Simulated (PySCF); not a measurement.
System: C4H8BFO2.

Input

```
{"job": {"kind": "nmr", "xc": "PBE0", "basis": "pcSseg-1"}, "charge": 0, "multiplicity": 1}
C     -1.152628     1.159020     0.425650
C     -0.295506    -0.011322    -0.001106
C     -0.865467    -0.702099    -1.234653
F     -0.909130     0.182960    -2.281855
C      1.189497     0.357766    -0.212643
O      1.921363    -0.666351     0.440719
B      1.046046    -1.386186     1.191731
O     -0.254166    -1.006534     1.024982
H     -1.186548     1.910699    -0.375991
H     -2.179577     0.827141     0.636777
H     -0.741880     1.622458     1.334044
H     -0.225960    -1.556724    -1.514922
H     -1.882602    -1.071390    -1.023391
H      1.437973     1.330728     0.242898
H      1.457420     0.400692    -1.279403
H      1.382414    -2.270763     1.929680
```

Command:

```sh
OMP_NUM_THREADS=1 python probes_run.py task.json out
```

Geometry: PBE0-D3(BJ)/def2-SVP.

Level of theory: PBE0/pcSseg-1, SCF density, gas phase, non-relativistic in PySCF.

> What will maps of the electron density and electron localisation function show?

B–O (1.36 Å): the density is about 2.2 e/Å³ at the midpoint; the ELF peaks at about 0.90 between the atoms, as expected for a short, strongly polar bond.
C–O (1.42 Å): ρ is about 2 e/Å³ halfway, with its minimum of 1.8 e/Å³ about 0.5 Å from C; the ELF peaks at about 0.90 between the atoms: a polar covalent bond.
B–H (1.20 Å): the density is about 1.3 e/Å³ at the midpoint; the ELF climbs to about 1 towards the hydrogen, as it does in any bond to H (a covalent bond by its length).

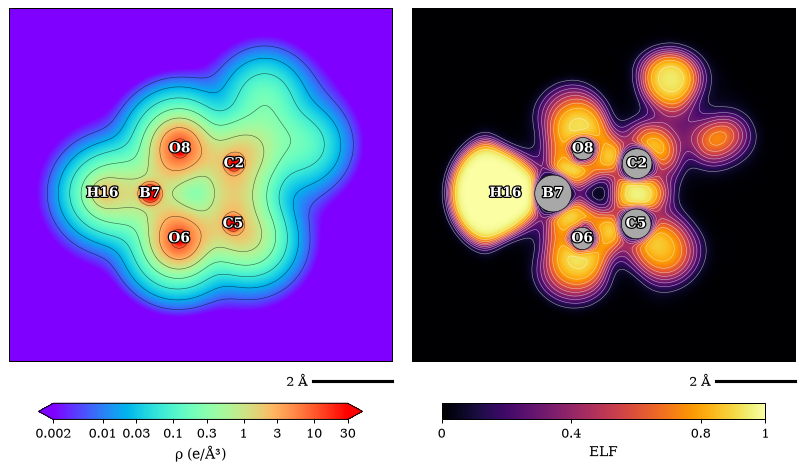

Computed electron density and electron localisation function on the plane of atoms O8, B7 and H16, in this order. Grey discs cover the atomic cores in the ELF map. 
